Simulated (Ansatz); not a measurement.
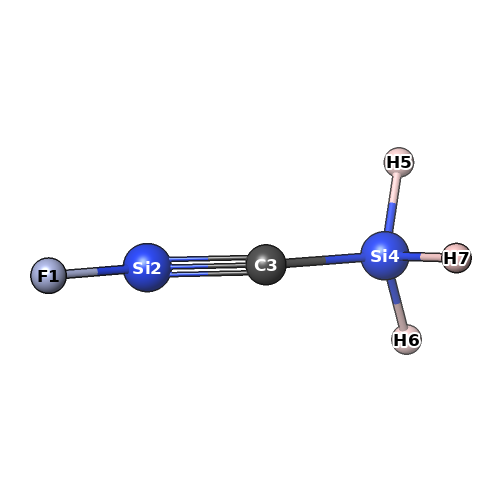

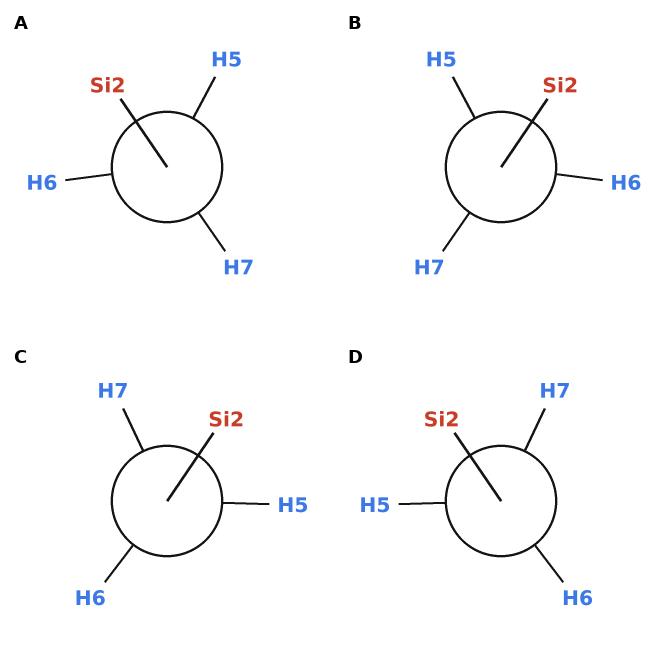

Depth is shown by fading: the farther an atom, the more it takes the colour of the background. Bonds that would overlap in a projection are set slightly apart. The computed structure is the end point of a PBE0-D4/def2-TZVP optimisation. No frequency run is at hand to confirm it as a minimum.

**Which Newman projection shows the view along C3–Si4, with C3 in front?**

A. The torsion angle Si2–C3–Si4–H5 is 62°, synclinal (gauche).
